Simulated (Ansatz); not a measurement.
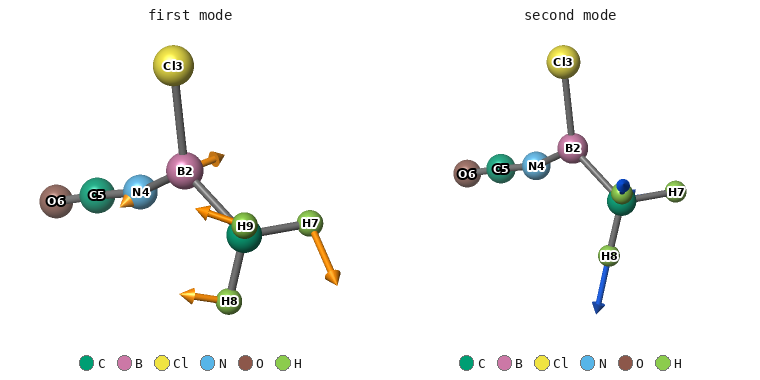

The system is C2H3BClNO, SMILES CB(Cl)N=C=O; the picture shows the reference structure; its two panels give the patterns of the first and the second mode as arrows. First axis: normal mode 6 (433 cm⁻¹). Second axis: normal mode 20 (3143 cm⁻¹). Nothing is relaxed (straight displacements along the two mass-weighted modes). Grid: 15 × 15 points. Points are written as (first, second). Energies are in eV, from the lowest grid point. All numbers below come from RKS PBE0-D4/def2-SVP in Ansatz 0.2.0.

Its coordinates:

```json
{"atom": "C", "x (Å)": "0.3252", "y (Å)": "-1.4162", "z (Å)": "-0.1445"}
{"atom": "B", "x (Å)": "0.5115", "y (Å)": "0.1324", "z (Å)": "-0.1847"}
{"atom": "Cl", "x (Å)": "2.0014", "y (Å)": "0.8348", "z (Å)": "-0.8357"}
{"atom": "N", "x (Å)": "-0.4929", "y (Å)": "1.0273", "z (Å)": "0.2490"}
{"atom": "C", "x (Å)": "-1.1832", "y (Å)": "1.9584", "z (Å)": "0.5524"}
{"atom": "O", "x (Å)": "-1.8853", "y (Å)": "2.8356", "z (Å)": "0.8606"}
{"atom": "H", "x (Å)": "-0.0203", "y (Å)": "-1.7422", "z (Å)": "-1.1428"}
{"atom": "H", "x (Å)": "-0.4369", "y (Å)": "-1.7301", "z (Å)": "0.5826"}
{"atom": "H", "x (Å)": "1.2691", "y (Å)": "-1.9463", "z (Å)": "0.0461"}
```

Range: normal mode 6 (433 cm⁻¹) from −0.934 to 0.934 amu½·Å; normal mode 20 (3143 cm⁻¹) from −0.129 to 0.129 amu½·Å.

What will the energy surface look like?

Answer. The lowest grid point is at (0.000 amu½·Å, 0.000 amu½·Å). It is the only kind of minimum in the scanned range. The highest grid point, (0.934 amu½·Å, −0.129 amu½·Å), lies 0.704 eV above the lowest.

| second ↓, first → | −0.934 | −0.800 | −0.667 | −0.534 | −0.400 | −0.267 | −0.133 | 0.000 | 0.133 | 0.267 | 0.400 | 0.534 | 0.667 | 0.800 | 0.934 |
| --- | --- | --- | --- | --- | --- | --- | --- | --- | --- | --- | --- | --- | --- | --- | --- |
| 0.129 | 0.598 | 0.488 | 0.410 | 0.358 | 0.326 | 0.308 | 0.300 | 0.297 | 0.300 | 0.308 | 0.326 | 0.357 | 0.410 | 0.489 | 0.602 |
| 0.110 | 0.547 | 0.431 | 0.348 | 0.291 | 0.254 | 0.233 | 0.222 | 0.218 | 0.222 | 0.233 | 0.254 | 0.291 | 0.348 | 0.434 | 0.553 |
| 0.092 | 0.504 | 0.384 | 0.295 | 0.234 | 0.193 | 0.169 | 0.156 | 0.152 | 0.156 | 0.169 | 0.193 | 0.234 | 0.297 | 0.387 | 0.511 |
| 0.073 | 0.469 | 0.345 | 0.253 | 0.188 | 0.144 | 0.116 | 0.102 | 0.097 | 0.102 | 0.116 | 0.144 | 0.189 | 0.255 | 0.350 | 0.478 |
| 0.055 | 0.443 | 0.316 | 0.221 | 0.153 | 0.106 | 0.076 | 0.060 | 0.055 | 0.060 | 0.076 | 0.106 | 0.154 | 0.224 | 0.322 | 0.453 |
| 0.037 | 0.425 | 0.297 | 0.199 | 0.128 | 0.079 | 0.047 | 0.030 | 0.024 | 0.030 | 0.048 | 0.080 | 0.130 | 0.202 | 0.303 | 0.436 |
| 0.018 | 0.417 | 0.286 | 0.187 | 0.114 | 0.064 | 0.030 | 0.012 | 0.006 | 0.012 | 0.031 | 0.064 | 0.116 | 0.191 | 0.293 | 0.428 |
| 0.000 | 0.416 | 0.286 | 0.186 | 0.112 | 0.059 | 0.025 | 0.006 | 0.000 | 0.006 | 0.026 | 0.060 | 0.114 | 0.190 | 0.293 | 0.429 |
| −0.018 | 0.425 | 0.295 | 0.194 | 0.120 | 0.067 | 0.032 | 0.013 | 0.006 | 0.013 | 0.032 | 0.068 | 0.122 | 0.199 | 0.303 | 0.439 |
| −0.037 | 0.443 | 0.313 | 0.213 | 0.139 | 0.086 | 0.051 | 0.031 | 0.025 | 0.031 | 0.051 | 0.087 | 0.142 | 0.219 | 0.323 | 0.458 |
| −0.055 | 0.470 | 0.342 | 0.243 | 0.169 | 0.117 | 0.082 | 0.062 | 0.056 | 0.062 | 0.083 | 0.118 | 0.173 | 0.250 | 0.353 | 0.487 |
| −0.073 | 0.506 | 0.381 | 0.284 | 0.211 | 0.159 | 0.125 | 0.106 | 0.100 | 0.106 | 0.126 | 0.162 | 0.215 | 0.291 | 0.393 | 0.526 |
| −0.092 | 0.553 | 0.430 | 0.335 | 0.265 | 0.215 | 0.182 | 0.163 | 0.157 | 0.163 | 0.183 | 0.218 | 0.270 | 0.345 | 0.445 | 0.575 |
| −0.110 | 0.609 | 0.490 | 0.399 | 0.331 | 0.283 | 0.251 | 0.233 | 0.227 | 0.234 | 0.253 | 0.287 | 0.338 | 0.410 | 0.507 | 0.634 |
| −0.129 | 0.675 | 0.561 | 0.474 | 0.409 | 0.363 | 0.333 | 0.316 | 0.311 | 0.318 | 0.336 | 0.368 | 0.418 | 0.487 | 0.581 | 0.704 |

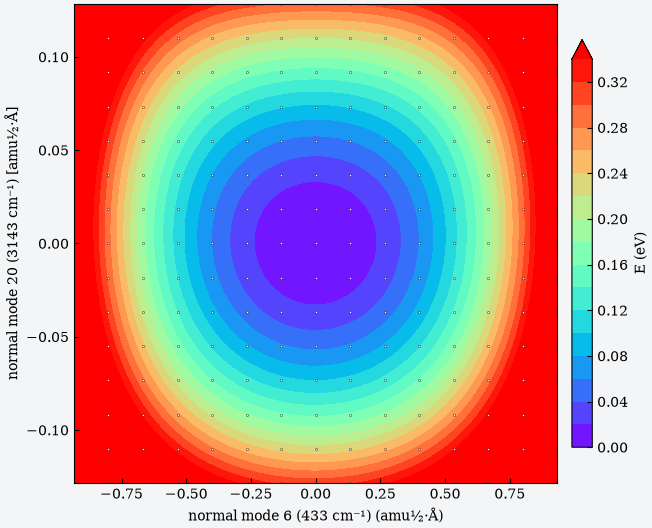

In the figure: filled contours, dots at the grid points, one colour for all values above the top of the scale. Between grid points the surface is interpolated.

Time for the 225 points that were run: 9.4 min on 1 thread of AMD EPYC 9R45 96-Core Processor (Zen 5), with other jobs on the host.
